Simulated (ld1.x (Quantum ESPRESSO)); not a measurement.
# Pseudopotential generation: Tm (part 2 of 2)

Continued. System: thulium (Tm, Z = 69), core [Kr] 4d10 5s2, reference valence 4f13 5p6 5d0 6s1 6p0 (an ion of charge +1), valence charge 21. Method: TM potential, PBE, non-relativistic, made with ld1.x (Quantum ESPRESSO) 7.5.

**Output of the test run (extracts), continued**
```
     ---------------------- Testing the pseudopotential ----------------------

     Tm

     atomic number is 69.00   valence charge is 21.00
     dft =PBE   lsd =0 sic =0 latt =0  beta=0.20 tr2=1.0E-14
     mesh =1269 r(mesh) = 101.07810 xmin = -7.00 dx = 0.01250

     n l     nl             e AE (Ry)        e PS (Ry)    De AE-PS (Ry)
     4 3     4F   1(12.00)       -2.98728       -3.05352        0.06624  !
     2 1     5P   1( 6.00)       -3.99727       -3.99433       -0.00294
     3 2     5D   1( 0.00)       -1.89220       -1.88485       -0.00735  !
     1 0     6S   1( 0.00)       -1.64421       -2.00694        0.36274  !
     3 1     6P   1( 0.00)       -1.28891       -1.29259        0.00369

     eps = 3.0E-15  iter = 13

     Etot =  -25884.309696 Ry,  -12942.154848 Ha, -352173.974423 eV
     Etotps =  -364.525930 Ry,    -182.262965 Ha,   -4959.627938 eV
     dEtot_ae =       3.080325 Ry
     dEtot_ps =       3.101591 Ry,   Delta E=      -0.021267 Ry

     Ekin =     656.463804 Ry,     328.231902 Ha,    8931.645057 eV
     Encl =    -694.492504 Ry,    -347.246252 Ha,   -9449.051887 eV
     Ehrt =     314.500611 Ry,     157.250306 Ha,    4278.998801 eV
     Ecxc =     -34.788445 Ry,     -17.394222 Ha,    -473.320901 eV
     Epseu=    -606.209396 Ry,    -303.104698 Ha,   -8247.899008 eV

     ---------------------- End of pseudopotential test ----------------------

     ---------------------- Testing the pseudopotential ----------------------

     Tm

     atomic number is 69.00   valence charge is 21.00
     dft =PBE   lsd =0 sic =0 latt =0  beta=0.20 tr2=1.0E-14
     mesh =1269 r(mesh) = 101.07810 xmin = -7.00 dx = 0.01250

     n l     nl             e AE (Ry)        e PS (Ry)    De AE-PS (Ry)
     4 3     4F   1(12.00)       -1.55473       -1.64795        0.09321  !
     2 1     5P   1( 6.00)       -2.60457       -2.61681        0.01224  !
     3 2     5D   1( 1.00)       -0.64401       -0.65004        0.00604  !
     1 0     6S   1( 1.00)       -0.66854       -0.66048       -0.00807  !
     3 1     6P   1( 0.00)       -0.43388       -0.44000        0.00612  !

     eps = 3.2E-15  iter = 24

     Etot =  -25886.695876 Ry,  -12943.347938 Ha, -352206.440053 eV
     Etotps =  -366.893207 Ry,    -183.446604 Ha,   -4991.836386 eV
     dEtot_ae =       0.694145 Ry
     dEtot_ps =       0.734314 Ry,   Delta E=      -0.040169 Ry

     Ekin =     657.096700 Ry,     328.548350 Ha,    8940.256052 eV
     Encl =    -724.526522 Ry,    -362.263261 Ha,   -9857.685518 eV
     Ehrt =     340.971514 Ry,     170.485757 Ha,    4639.153787 eV
     Ecxc =     -35.729170 Ry,     -17.864585 Ha,    -486.120118 eV
     Epseu=    -604.705730 Ry,    -302.352865 Ha,   -8227.440590 eV

     ---------------------- End of pseudopotential test ----------------------

     ---------------------- Testing the pseudopotential ----------------------

     Tm

     atomic number is 69.00   valence charge is 21.00
     dft =PBE   lsd =0 sic =0 latt =0  beta=0.20 tr2=1.0E-14
     mesh =1269 r(mesh) = 101.07810 xmin = -7.00 dx = 0.01250

     n l     nl             e AE (Ry)        e PS (Ry)    De AE-PS (Ry)
     4 3     4F   1(13.00)       -0.85429       -0.84629       -0.00800  !
     2 1     5P   1( 6.00)       -2.20063       -2.19502       -0.00561  !
     3 2     5D   1( 1.00)       -0.42652       -0.42547       -0.00105
     1 0     6S   1( 0.00)       -0.55614       -0.55666        0.00053
     3 1     6P   1( 0.00)       -0.35677       -0.35718        0.00041

     eps = 4.1E-15  iter = 15

     Etot =  -25887.277648 Ry,  -12943.638824 Ha, -352214.355463 eV
     Etotps =  -367.513976 Ry,    -183.756988 Ha,   -5000.282380 eV
     dEtot_ae =       0.112373 Ry
     dEtot_ps =       0.113545 Ry,   Delta E=      -0.001172 Ry

     Ekin =     677.284192 Ry,     338.642096 Ha,    9214.920873 eV
     Encl =    -738.304080 Ry,    -369.152040 Ha,  -10045.138746 eV
     Ehrt =     354.131316 Ry,     177.065658 Ha,    4818.202008 eV
     Ecxc =     -36.838701 Ry,     -18.419350 Ha,    -501.216059 eV
     Epseu=    -623.786703 Ry,    -311.893351 Ha,   -8487.050455 eV

     ---------------------- End of pseudopotential test ----------------------

     ---------------------- Testing the pseudopotential ----------------------

     Tm

     atomic number is 69.00   valence charge is 21.00
     dft =PBE   lsd =0 sic =0 latt =0  beta=0.20 tr2=1.0E-14
     mesh =1269 r(mesh) = 101.07810 xmin = -7.00 dx = 0.01250

     n l     nl             e AE (Ry)        e PS (Ry)    De AE-PS (Ry)
     4 3     4F   1(13.00)       -1.10323       -1.08970       -0.01353  !
     2 1     5P   1( 6.00)       -2.44319       -2.43593       -0.00726  !
     3 2     5D   1( 0.00)       -0.59509       -0.59162       -0.00347
     1 0     6S   1( 0.00)       -0.66962       -0.66834       -0.00128
     3 1     6P   1( 1.00)       -0.45163       -0.45188        0.00025

     eps = 2.8E-15  iter = 13

     Etot =  -25887.172974 Ry,  -12943.586487 Ha, -352212.931312 eV
     Etotps =  -367.411757 Ry,    -183.705879 Ha,   -4998.891617 eV
     dEtot_ae =       0.217046 Ry
     dEtot_ps =       0.215764 Ry,   Delta E=       0.001282 Ry

     Ekin =     677.345424 Ry,     338.672712 Ha,    9215.753982 eV
     Encl =    -732.834533 Ry,    -366.417267 Ha,   -9970.721766 eV
     Ehrt =     349.313330 Ry,     174.656665 Ha,    4752.649971 eV
     Ecxc =     -36.589983 Ry,     -18.294991 Ha,    -497.832073 eV
     Epseu=    -624.645996 Ry,    -312.322998 Ha,   -8498.741731 eV

     ---------------------- End of pseudopotential test ----------------------

     ---------------------- Testing the pseudopotential ----------------------

     Tm

     atomic number is 69.00   valence charge is 21.00
     dft =PBE   lsd =0 sic =0 latt =0  beta=0.20 tr2=1.0E-14
     mesh =1269 r(mesh) = 101.07810 xmin = -7.00 dx = 0.01250

     n l     nl             e AE (Ry)        e PS (Ry)    De AE-PS (Ry)
     4 3     4F   1(13.00)       -0.45967       -0.45143       -0.00824  !
     2 1     5P   1( 6.00)       -1.80431       -1.79710       -0.00720  !
     3 2     5D   1( 1.00)       -0.07130       -0.06997       -0.00133
     1 0     6S   1( 1.00)       -0.23818       -0.23740       -0.00078
     3 1     6P   1( 0.00)       -0.08700       -0.08700        0.00000

     eps = 4.5E-15  iter = 36

     Etot =  -25887.668760 Ry,  -12943.834380 Ha, -352219.676812 eV
     Etotps =  -367.904816 Ry,    -183.952408 Ha,   -5005.600030 eV
     dEtot_ae =      -0.278739 Ry
     dEtot_ps =      -0.277295 Ry,   Delta E=      -0.001444 Ry

     Ekin =     676.941493 Ry,     338.470747 Ha,    9210.258218 eV
     Encl =    -746.536424 Ry,    -373.268212 Ha,  -10157.145487 eV
     Ehrt =     362.215024 Ry,     181.107512 Ha,    4928.186467 eV
     Ecxc =     -37.025309 Ry,     -18.512654 Ha,    -503.754990 eV
     Epseu=    -623.499601 Ry,    -311.749801 Ha,   -8483.144238 eV

     ---------------------- End of pseudopotential test ----------------------
```

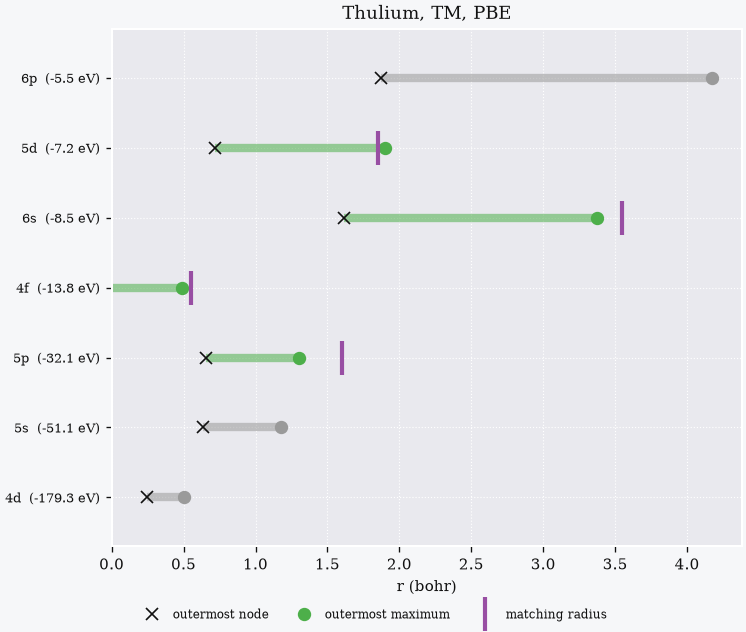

**Figure 2.** Outer shells of the all-electron reference atom: each bar runs from the outermost node (or the nucleus) to the outermost maximum of u(r); the tick is the radius chosen for the pseudo-wave. Shells without a tick have no pseudo-wave of their own. Levels, nodes and maxima are from ld1.x, non-relativistic.

- Radii against the shells: 5p: 1.60 bohr, outside the maximum; 4f: 0.55 bohr, outside the maximum; 6s: 3.55 bohr, outside the maximum; 5d: 1.85 bohr, between node and maximum.

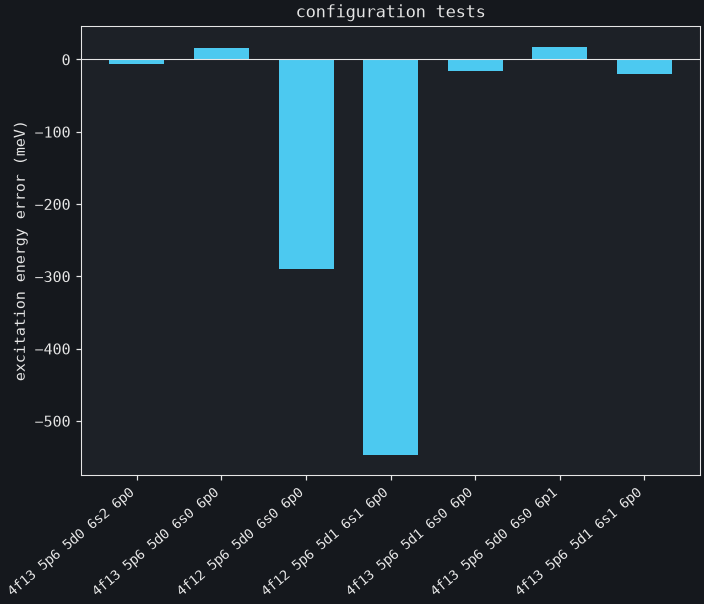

**Figure 3.** Errors, all-electron minus pseudo, of the energies of valence configurations relative to the unpolarised reference 4f13 5p6 5d0 6s1 6p0.

- Worst configuration: 4f12 5p6 5d1 6s1 6p0 (charge +1): the error is -547 meV on an all-electron energy of +9.44 eV relative to the reference, or 5.8 %.
- Errors in meV: 4f13 5p6 5d0 6s2 6p0: -6.8; 4f13 5p6 5d0 6s0 6p0: +16; 4f12 5p6 5d0 6s0 6p0: -289; 4f12 5p6 5d1 6s1 6p0: -547; 4f13 5p6 5d1 6s0 6p0: -16; 4f13 5p6 5d0 6s0 6p1: +17; 4f13 5p6 5d1 6s1 6p0: -20.
- Configurations within 10 meV and within 50 meV: 1 and 5 of 7. The potential isn't sound: its ghost test gives ghost state below the valence levels: s at -15.4 eV.

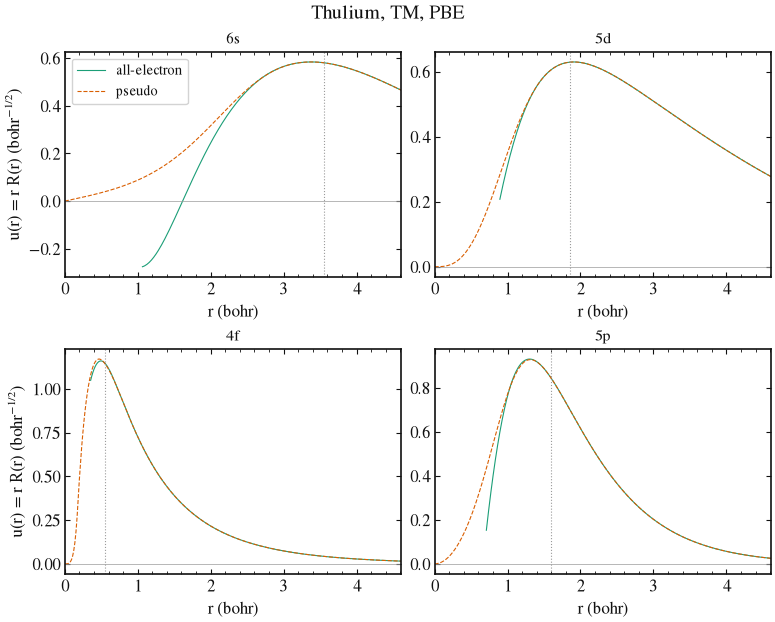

**Figure 4.** Partial waves u(r) = r R(r), all-electron (solid) and pseudo (dashed). Dotted lines mark the matching radii. The innermost oscillations of some all-electron curves aren't drawn. Pseudo-waves: 6s has no node; 5d has no node; 4f has no node; 5p has no node.

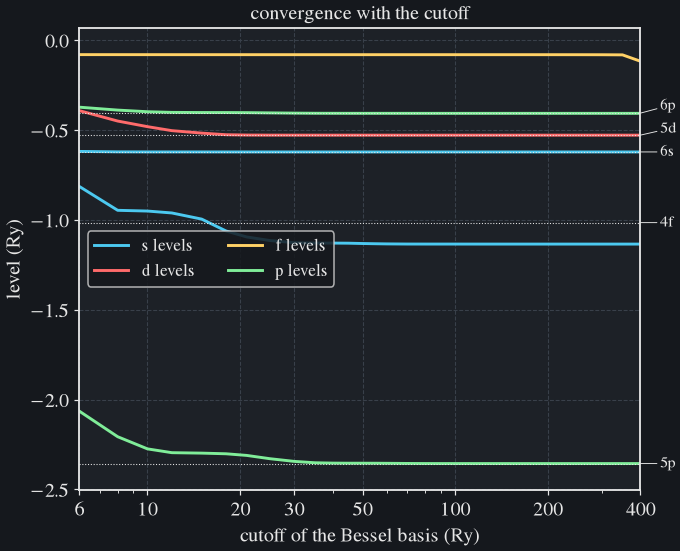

**Figure 5.** The pseudo-atom Hamiltonian at the reference potential is diagonalised in spherical Bessel functions (20 bohr box) up to the cutoff. Curves: the lowest levels of each channel that holds a bound state. Dotted lines: the all-electron valence levels.

- Ghost states: ghost state below the valence levels: s at -15.4 eV. A ghost is a state of the pseudo-atom that lies below a valence level of its channel, or is bound in a channel without one, and matches no all-electron valence level; bound levels above the valence ones can be real empty states. Not every valence level is met: 4f ends 0.898 Ry too high at the highest cutoff, where a miss can come from the basis as well as from the potential. In Ry: s -1.14.
- All-electron valence levels: 6s: -0.62 Ry; 5d: -0.53 Ry; 4f: -1.02 Ry; 5p: -2.36 Ry; 6p: -0.41 Ry.
- Onset of the ghost: the lowest s curve lies clearly below the lowest valence level of its channel already at the lowest cutoff, 6 Ry, and ends at -1.14 Ry.

**Summary**

- outcome: generated, with a ghost state; 4f isn't converged at 400 Ry in the Bessel test
- ghost test: ghost state below the valence levels: s at -15.4 eV (spherical-Bessel basis up to 400 Ry, 20 bohr box)
- largest excitation error: -547 meV (all-electron minus pseudo) for 4f12 5p6 5d1 6s1 6p0, out of 7 test configurations
- range over which the phases arctan(r u′/u) at the test radius agree within 0.05 rad (a looser test near the poles than one of phase shifts): s: between about -1.0 and 1.9 Ry; p: up to about 2.4 Ry; d: over the whole range computed; f: not judged, the stored energies step over a narrow level
- hardware: 1 CPU thread, shared host
- wall time: 6.7 s

**Remarks**

The potential has a bound ghost state, so it can't be used as it stands. An excitation error of 547 meV in its own tests makes this a poorly transferable potential. In the spherical-Bessel test 4f stands at −0.117 Ry at the top cutoff of 400 Ry, still falling, against −1.016 Ry all-electron. So the potential is too hard for plane waves up to 400 Ry. No cutoff can be given, and the f channel can't be judged for ghost states. Warnings of the program, in the generation or the tests: convergence not achieved.
